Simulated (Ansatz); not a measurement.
```
CELL_PARAMETERS angstrom
4.56180 0.00000 0.00000
-2.28090 3.95063 0.00000
0.00000 0.00000 7.14441
ATOMIC_POSITIONS crystal
Au 0.00000 0.00000 0.50000
Au 0.00000 0.00000 0.00000
Ag 0.33333 0.66667 0.19070
Ag 0.66667 0.33333 0.69070
Sn 0.33333 0.66667 0.78020
Sn 0.66667 0.33333 0.28020
```

Space group P6₃mc; built by placing these elements on a known structure type; not relaxed (largest force 0.4 eV/Å).

Theory: DFT, PAW plane waves, r2SCAN (Ansatz 0.2.0).

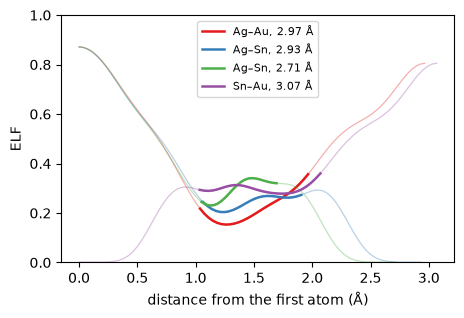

AgSnAu. ELF along straight lines between neighbouring atoms. Thin, pale parts lie inside the atomic spheres.

In a PAW calculation such maps are meaningful between the atoms, not at the nuclei.

Q: What can be read from the curves?

A: Ag–Au (2.97 Å): the ELF is about 0.20 at the midpoint; no shared electron pair shows on this line.
Ag–Sn (2.93 Å): the ELF is about 0.25 at the midpoint: no shared electron pair shows on this line.
Ag–Sn (2.71 Å): the ELF is about 0.30 at the midpoint: no localised pair shows between them.
Sn–Au (3.07 Å): the ELF is about 0.30 at the midpoint; no shared electron pair shows on this line.
